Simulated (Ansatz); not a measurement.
**Single-point calculation, with input and output: C2H8Si**

- system: C2H8Si
- method: RKS PBE0-D4/def2-SVP (Ansatz 0.2.0)

The geometry comes from this level: PBE0-D4/def2-TZVP.

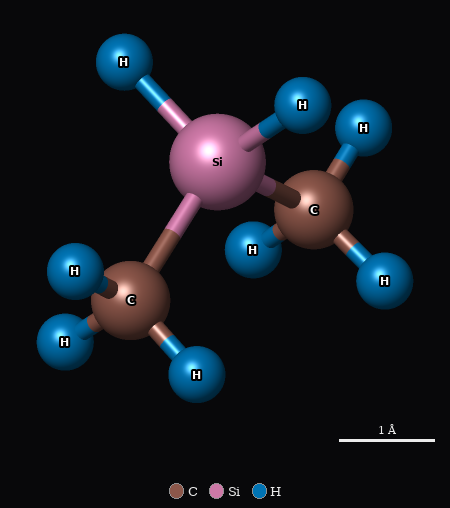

The structure as given in the input (ball-and-stick view, seen at a tilt).

Key numbers:

| quantity | value |
| --- | --- |
| outcome | converged |
| total energy | −10072.5559 eV |
| mean-field energy | −10072.4106 eV |
| dispersion energy | −0.1453 eV |
| SCF solution under orbital rotations | stable |
| HOMO | −8.82 eV |
| LUMO | 1.62 eV |
| hardware | 2 threads of AMD EPYC, 15 GiB of memory available, shared host |
| wall time | 2.4 s (CPU time 4.2 s) |
| peak memory | 0.16 GiB |

The input:
```yaml
crystal:
  periodic: [false, false, false]
  atoms:
    - {symbol: C, position_ang: [-0.630851, 0.001130, 1.452630]}
    - {symbol: C, position_ang: [1.164905, 0.001832, -1.072890]}
    - {symbol: Si, position_ang: [-0.589374, -0.003322, -0.419071]}
    - {symbol: H, position_ang: [-1.659415, 0.004525, 1.820275]}
    - {symbol: H, position_ang: [-0.127555, 0.884968, 1.852858]}
    - {symbol: H, position_ang: [-0.132010, -0.883453, 1.856765]}
    - {symbol: H, position_ang: [1.174449, -0.004641, -2.165128]}
    - {symbol: H, position_ang: [1.714056, -0.877375, -0.726368]}
    - {symbol: H, position_ang: [1.704553, 0.890987, -0.736977]}
    - {symbol: H, position_ang: [-1.313846, 1.193835, -0.934171]}
    - {symbol: H, position_ang: [-1.304911, -1.208506, -0.927902]}
basis:
  gaussian: {orbitals: def2-SVP, initial_orbitals: start.molden}
hamiltonian: {xc: pbe0, dispersion: d4}
scf: {omitted_lower_state_checks: [starts]}
output: {orbitals: {seedname: orbitals}}
```

Run as:
```bash
ansatz run in.yaml --threads 2 --pin off --events-out ev --progress --plain --max-ram 4352MiB
```

Output:
```
Functional definition: PBE0
  name "PBE0"
  cite "Adamo & Barone, J. Chem. Phys. 110, 6158 (1999) doi:10.1063/1.478522"
  cite "Perdew, Burke & Ernzerhof, Phys. Rev. Lett. 77, 3865 (1996) doi:10.1103/PhysRevLett.77.3865"
  parent pbe
  parameter a = 0.25
  parameter kappa = 0.804
  parameter beta = 0.06672455060314922
  exchange = (1 - a)*pbe_x(kappa = kappa, mu = beta*pi^2/3) + a*exact_x
  correlation = pbe_c(beta = beta)
these checks for a lower state are left out or cut short: starts
976 factors; their error is unknown
mean field evaluation 1: about -10072.3098 eV, gradient 4.5e0 eV
mean field evaluation 2: about -10072.3685 eV, gradient 4.3e-2 eV
mean field evaluation 4: about -10072.4106 eV, gradient 5.4e-5 eV
mean field -10072.41055764 eV, -370.1542606683 hartree, gradient 5.8e-5 eV, S^2 0.000000; 0 other end points of the search recorded, 0 dependent functions left out
reference -10072.41058506 eV, -370.1542616759 hartree; 17, 17 occupied and 69, 69 virtual orbitals, 976 factors
Total energy: -10072.55588874 eV, -370.1596014874 hartree
Checks for a lower state left out: starts
```

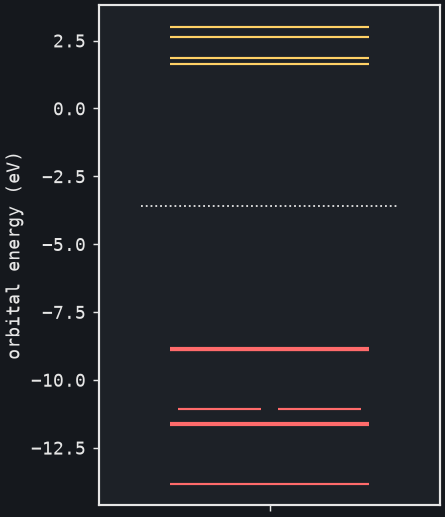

Orbital energies near the frontier; the dotted line parts filled from empty levels, and levels within 0.02 eV of each other stand side by side. Highest filled −8.82 eV, lowest empty 1.62 eV, 10.44 eV apart.
